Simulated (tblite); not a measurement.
# C6H10O2SSi: the cost of one run

Programs: tblite 0.8.0 and PySCF 2.14.0, with density-fitted response routines of our own. Each step states its level of theory. These are calculated values for one molecule in the gas phase, unless marked as measured. Atoms count from 0, in the outputs and in this text.

**1. The starting structure**

20 atoms, charge 0, multiplicity 1; geometry from: force field or distance geometry start.

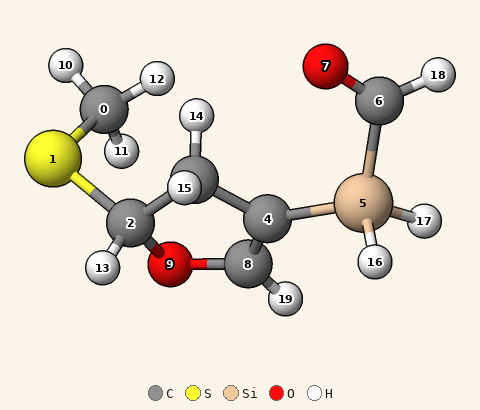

The starting geometry (carbon grey, sulfur yellow, silicon light orange, oxygen red, hydrogen white), atoms numbered.

**2. Relaxing the molecule with GFN2-xTB**

Job settings and geometry (Å):

```
{"job": {"kind": "relax", "xc": "GFN2-xTB", "basis": "xTB"}, "charge": 0, "multiplicity": 1}
C      2.286800    -0.241500     2.031400
S      3.038000    -0.106100     0.387500
C      1.652200    -0.655900    -0.633400
C      0.539500     0.418000    -0.791900
C     -0.687300    -0.432300    -0.688800
Si    -2.352900     0.212200    -1.023200
C     -2.611800     1.998200    -0.514100
O     -1.716900     2.819000    -0.692900
C     -0.317400    -1.659300    -0.330100
O      1.023400    -1.866200    -0.137200
H      2.990100     0.105200     2.782400
H      2.019000    -1.279900     2.261200
H      1.379500     0.387500     2.110000
H      2.057900    -0.887300    -1.629900
H      0.550500     1.167400     0.018900
H      0.633900     0.931400    -1.731000
H     -2.650500     0.035300    -2.462000
H     -3.329000    -0.655900    -0.306000
H     -3.582600     2.243500    -0.045500
H     -0.927500    -2.522800    -0.127100
```

The run is started by

```bash
$ OMP_NUM_THREADS=1 python probes_run.py task.json out
```

This one command runs all jobs of the session in turn.

Q: Estimate the wall time and peak memory of this first job on 1 thread of Arm Neoverse V1, shared host.

About 1.7 s, with a peak of 0.18 GiB.
